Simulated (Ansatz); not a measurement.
**What a change does: geometry relaxation on CoSi6**

System: CoSi6, multiplicity 4.
Method of run A: UKS r2SCAN-D4/def2-SVP (Ansatz 0.2.0).

The geometry: r2SCAN-D4/def2-SVP start. Text and figures count atoms from 1; the logs count them from 0 in places.

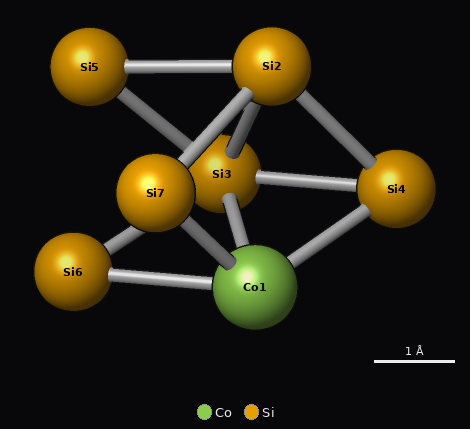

The starting structure (ball-and-stick view, seen on its broad side; atoms are numbered from 1 in the order of the input). Sticks mark near contacts. Bond lengths as drawn: Co–Si 2.14 to 2.43 Å and Si–Si 2.38 to 2.45 Å.

## Input, run A
```yaml
crystal:
  periodic: [false, false, false]
  atoms:
    - {symbol: Co, position_ang: [1.235540, 0.219109, 0.867929]}
    - {symbol: Si, position_ang: [-1.396385, 0.936539, 0.296331]}
    - {symbol: Si, position_ang: [0.426706, 0.414333, -1.252590]}
    - {symbol: Si, position_ang: [0.579332, 2.317153, 0.176563]}
    - {symbol: Si, position_ang: [-1.411863, -1.115841, -1.021962]}
    - {symbol: Si, position_ang: [1.021530, -1.793048, -0.473942]}
    - {symbol: Si, position_ang: [-0.454860, -0.978255, 1.407673]}
basis:
  gaussian: {orbitals: def2-SVP}
magnetization: {spin_polarized: true, initial_magnetization: 3}
hamiltonian: {xc: r2scan, dispersion: d4}
scf: {lower_state_search: "off"}
output: {orbitals: {seedname: orbitals}}
relax: {f_tol: 0.02, max_steps: 100}
```

Launched with:
```bash
ansatz run in.yaml --threads 4 --pin off --events-out ev --progress --plain --max-ram 4787MiB
```

Hardware: 4 threads of Arm Neoverse V1, 23 GiB of memory available, shared host.

## Output, shortened to warnings, some set-up lines, iterations and results (run A)
```
[...]
mean field evaluation 1: about -84819.0478 eV, gradient 1.1e2 eV
mean field evaluation 2: about -84014.4637 eV, gradient 3.1e2 eV
mean field evaluation 4: about -84722.7943 eV, gradient 1.7e2 eV
mean field evaluation 8: about -84849.7304 eV, gradient 4.8e1 eV
mean field evaluation 16: about -84867.3180 eV, gradient 4.1e-3 eV
[... 13 lines ...]
relax step  10: F+E_penalty+E_count = -84867.99997309 eV  Δ(F+E_penalty+E_count) = -3.544e-2 eV  max|allowed force component| = 2.813e-1 eV/Å  Δτ_max = 0.1640 Å  (60 SCF …
mean field evaluation 160: about -84867.9099 eV, gradient 2.2e-2 eV
relax step  11: F+E_penalty+E_count = -84868.02033357 eV  Δ(F+E_penalty+E_count) = -2.036e-2 eV  max|allowed force component| = 1.305e-1 eV/Å  Δτ_max = 0.0593 Å  (58 SCF …
relax step  12: F+E_penalty+E_count = -84868.02248778 eV  Δ(F+E_penalty+E_count) = -2.154e-3 eV  max|allowed force component| = 3.173e-2 eV/Å  Δτ_max = 0.0210 Å  (53 SCF …
relax step  13: F+E_penalty+E_count = -84868.02256856 eV  Δ(F+E_penalty+E_count) = -8.079e-5 eV  max|allowed force component| = 1.008e-2 eV/Å  Δτ_max = 0.0085 Å  (53 SCF …
Total energy: -84868.02258479 eV, -3118.8423043792 hartree
Atom 0 at     1.825836     0.052630     0.776127 Å, force    -0.007252    -0.001424     0.010080 eV/Å
Atom 1 at    -1.798139     1.058812    -0.111313 Å, force    -0.006402    -0.000876     0.000381 eV/Å
Atom 2 at     0.328802     0.420537    -1.206296 Å, force     0.004680     0.003686     0.004081 eV/Å
Atom 3 at     0.418962     1.952023     0.659506 Å, force     0.006135     0.007413    -0.004252 eV/Å
Atom 4 at    -1.423889    -1.282484    -0.833680 Å, force    -0.007038    -0.003918     0.006701 eV/Å
Atom 5 at     1.012056    -1.779886    -0.476219 Å, force     0.005926    -0.005125    -0.009215 eV/Å
Atom 6 at    -0.363628    -0.421642     1.191877 Å, force     0.003952     0.000245    -0.007775 eV/Å
Dipole moment:     0.688486     0.023133     0.282815 e Å
Checks for a lower state left out: stability, starts, cluster_reference, orbital_swaps, neighbouring_geometries, increment
```

For run B the input was changed thus:
```diff
-magnetization: {spin_polarized: true, initial_magnetization: 3}
+magnetization: {spin_polarized: true, initial_magnetization: 5}
```

How does run B compare with run A?

With the same method and basis, run B lies 22.5 kcal/mol higher. The HOMO goes from −4.95 to −4.90 eV. The LUMO goes from −4.02 to −4.71 eV. The dipole moment goes from 3.58 to 2.18 D. On the same kind of shared host run B took about 0.46 times as long.

## Output, shortened to warnings, some set-up lines, iterations and results (run B)
```
[...]
mean field evaluation 1: about -84821.1804 eV, gradient 1.1e2 eV
mean field evaluation 2: about -83983.8204 eV, gradient 3.0e2 eV
mean field evaluation 4: about -84725.1542 eV, gradient 1.6e2 eV
mean field evaluation 8: about -84862.7764 eV, gradient 2.9e1 eV
mean field evaluation 16: about -84866.3318 eV, gradient 5.1e-3 eV
[... 5 lines ...]
relax step   5: F+E_penalty+E_count = -84867.04419751 eV  Δ(F+E_penalty+E_count) = -2.097e-2 eV  max|allowed force component| = 1.075e-1 eV/Å  Δτ_max = 0.0381 Å  (48 SCF …
mean field evaluation 64: about -84866.9179 eV, gradient 8.6e-3 eV
relax step   6: F+E_penalty+E_count = -84867.04223719 eV  Δ(F+E_penalty+E_count) = +1.960e-3 eV  max|allowed force component| = 9.779e-2 eV/Å  Δτ_max = 0.0631 Å  (43 SCF …
relax step   7: F+E_penalty+E_count = -84867.04860029 eV  Δ(F+E_penalty+E_count) = -4.403e-3 eV  max|allowed force component| = 2.915e-2 eV/Å  Δτ_max = 0.0274 Å  (44 SCF …
relax step   8: F+E_penalty+E_count = -84867.04894992 eV  Δ(F+E_penalty+E_count) = -3.496e-4 eV  max|allowed force component| = 8.745e-3 eV/Å  Δτ_max = 0.0068 Å  (44 SCF …
Total energy: -84867.04896610 eV, -3118.8065245524 hartree
Atom 0 at     1.167744     0.362726     1.008984 Å, force    -0.004627     0.004806    -0.002766 eV/Å
Atom 1 at    -1.204737     0.886510     0.469640 Å, force     0.004614    -0.005425    -0.002078 eV/Å
Atom 2 at     0.404714     0.392386    -1.335724 Å, force     0.004354     0.004151     0.008745 eV/Å
Atom 3 at     0.636795     2.371591    -0.048629 Å, force     0.001867     0.004498    -0.003123 eV/Å
Atom 4 at    -1.520501    -1.032527    -1.043041 Å, force    -0.001969    -0.001800    -0.000787 eV/Å
Atom 5 at     1.078369    -1.681148    -0.355371 Å, force    -0.007969    -0.002317    -0.000412 eV/Å
Atom 6 at    -0.562383    -1.299548     1.304143 Å, force     0.003729    -0.003913     0.000421 eV/Å
Dipole moment:     0.338125     0.045652     0.298443 e Å
Checks for a lower state left out: stability, starts, cluster_reference, orbital_swaps, neighbouring_geometries, increment
```

## The two runs side by side

```tsv
quantity	run A	run B
outcome	converged	converged
total energy (hartree)	−3118.842304	−3118.806525
HOMO (eV)	−4.95	−4.90
LUMO (eV)	−4.02	−4.71
dipole moment (D)	3.58	2.18
⟨S²⟩	3.780	8.787
largest force (eV/Å)	0.012	0.011
basis functions	139	139
wall time (shared host)	3.2 min	90 s
```
